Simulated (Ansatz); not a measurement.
# SiNH4 (SMILES N[SiH2]): UPBE/STO-3G

Aim: the energy change on altering one bond length of SiNH4 at UPBE/STO-3G, from 2 runs. 

Program for the calculation: Ansatz 0.2.0.

45 further runs of the same task are left out: 45 set aside as unsound or not needed.

## Step 1: Starting point

The species is SiNH4 (6 atoms), meant as a doublet with charge 0. SMILES: `N[SiH2]`. The coordinates come from a PBE0-D4/def2-TZVP relaxation. This is one conformer, not always the lowest.

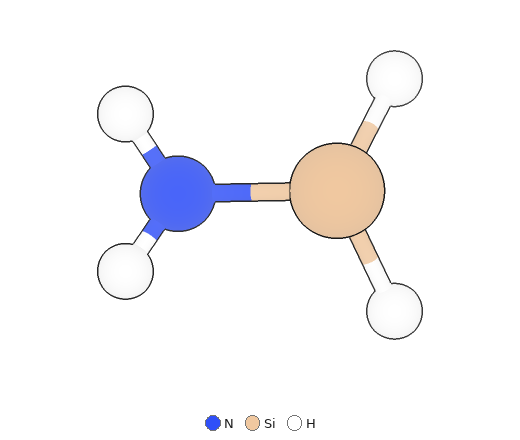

Viewed from a chosen angle; nitrogen blue, silicon light orange, hydrogen white.

## Step 2: The energy at UPBE/STO-3G

job.yaml

```yaml
crystal:
  periodic: [false, false, false]
  atoms:
    - {symbol: "N", position_ang: [-0.062300, -0.863500, 0.020900]}
    - {symbol: Si, position_ang: [0.307400, 0.815300, 0.161600]}
    - {symbol: H, position_ang: [0.565000, -1.475900, -0.476400]}
    - {symbol: H, position_ang: [-0.503600, -1.346500, 0.787600]}
    - {symbol: H, position_ang: [0.657400, 1.307800, -1.204100]}
    - {symbol: H, position_ang: [-0.921600, 1.498900, 0.664300]}
basis:
  gaussian:
    orbitals: STO-3G
magnetization:
  spin_polarized: true
  initial_magnetization: 1
hamiltonian:
  xc: {name: PBE}
accuracy: high
```

Run with:

```sh
$ ansatz run job.yaml --threads 1 --pin off --max-ram 2610MiB --events-out events.jsonl --progress --plain --runs-dir runs
```

What it wrote:

```text
Warning: RAYON_NUM_THREADS=1 ignored (pool sized by the plan → 1); use --threads N
Functional definition: PBE
  name "PBE"
  parameter kappa = 0.804
  parameter beta = 0.06672455060314922
  exchange = pbe_x(kappa = kappa, mu = beta*pi^2/3)
  correlation = pbe_c(beta = beta)
312 factors; integrals over basis functions are off by at most 1.1e-8 eV
mean field evaluation 1: about -9311.8166 eV, gradient 1.5e1 eV
mean field evaluation 2: about -9306.5964 eV, gradient 3.1e1 eV
mean field evaluation 4: about -9313.2255 eV, gradient 6.0e-1 eV
mean field evaluation 8: about -9313.1812 eV, gradient 2.9e-3 eV
mean field evaluation 16: about -9313.1812 eV, gradient 8.8e-8 eV
mean field -9313.18116515 eV, -342.2530951182 hartree, gradient 9.3e-8 eV, S^2 0.750323; 0 other end points of the search recorded, 0 dependent functions left out
reference -9313.18116713 eV, -342.2530951912 hartree; 13, 12 occupied and 5, 6 virtual orbitals, 312 factors
Total energy: -9313.18116713 eV, -342.2530951912 hartree
```

Run time: 1.5 s. Hardware: 1 thread of Arm Neoverse V2, shared host; peak memory 0.13 GiB.

## Step 3: The distorted shape

input.yaml

```yaml
crystal:
  periodic: [false, false, false]
  atoms:
    - {symbol: "N", position_ang: [-0.154732, -1.283232, -0.014278]}
    - {symbol: Si, position_ang: [0.307400, 0.815300, 0.161600]}
    - {symbol: H, position_ang: [0.472568, -1.895632, -0.511578]}
    - {symbol: H, position_ang: [-0.596032, -1.766232, 0.752422]}
    - {symbol: H, position_ang: [0.657400, 1.307800, -1.204100]}
    - {symbol: H, position_ang: [-0.921600, 1.498900, 0.664300]}
basis:
  gaussian:
    orbitals: STO-3G
magnetization:
  spin_polarized: true
  initial_magnetization: 1
hamiltonian:
  xc: {name: PBE}
accuracy: high
```

Run with:

```sh
$ ansatz run input.yaml --threads 1 --pin off --max-ram 2610MiB --events-out events.jsonl --progress --plain --runs-dir runs
```

What it wrote:

```text
Warning: RAYON_NUM_THREADS=1 ignored (pool sized by the plan → 1); use --threads N
Functional definition: PBE
  name "PBE"
  parameter kappa = 0.804
  parameter beta = 0.06672455060314922
  exchange = pbe_x(kappa = kappa, mu = beta*pi^2/3)
  correlation = pbe_c(beta = beta)
307 factors; integrals over basis functions are off by at most 1.1e-8 eV
mean field evaluation 1: about -9308.8047 eV, gradient 2.0e1 eV
mean field evaluation 2: about -9282.9322 eV, gradient 5.8e1 eV
mean field evaluation 4: about -9311.6725 eV, gradient 5.1e0 eV
mean field evaluation 8: about -9311.8306 eV, gradient 2.0e-1 eV
mean field evaluation 16: about -9311.8310 eV, gradient 2.1e-6 eV
mean field -9311.83095849 eV, -342.2034759386 hartree, gradient 3.0e-8 eV, S^2 0.752661; 1 other end points of the search recorded, 0 dependent functions left out
reference -9311.83096056 eV, -342.2034760148 hartree; 13, 12 occupied and 5, 6 virtual orbitals, 307 factors
Total energy: -9311.83096056 eV, -342.2034760148 hartree
```

It took 1.7 s on 1 thread of Arm Neoverse V2, shared host; peak memory 0.12 GiB.

## Step 4: What came out

At UPBE/STO-3G:

```
                                                          quantity          value
                                         first shape: total energy  -342.25310 Eh
                                                 first shape: ⟨S²⟩          0.750
                                     distorted shape: total energy  -342.20348 Eh
                                             distorted shape: ⟨S²⟩          0.753
energy change with the N1–Si2 bond stretched from 1.725 to 2.156 Å       1.350 eV
```

What this shows: With the N1–Si2 bond stretched from 1.725 to 2.156 Å the energy rises by 1.35 eV (130 kJ/mol). The first shape isn't relaxed at this level, so the change isn't measured from a minimum. The minimal basis adds a large error of its own.
